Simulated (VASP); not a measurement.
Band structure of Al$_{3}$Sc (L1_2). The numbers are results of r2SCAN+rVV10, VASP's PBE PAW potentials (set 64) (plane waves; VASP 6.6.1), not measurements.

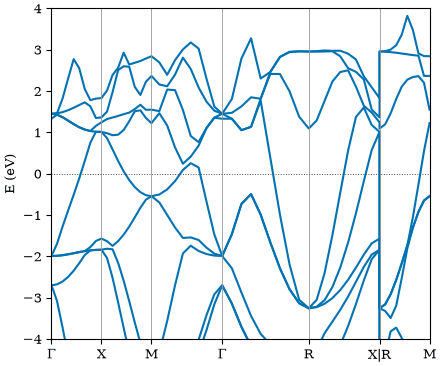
Figure. Bands along high-symmetry lines, zero at the valence-band maximum or, without a gap, the Fermi level

**Question.** Read the plot: is there a gap, and where are the band edges?

**Answer.** It has no gap at this level: it comes out as a metal or semimetal.

The compound is Al3Sc in the L1_2 structure. It was relaxed first.
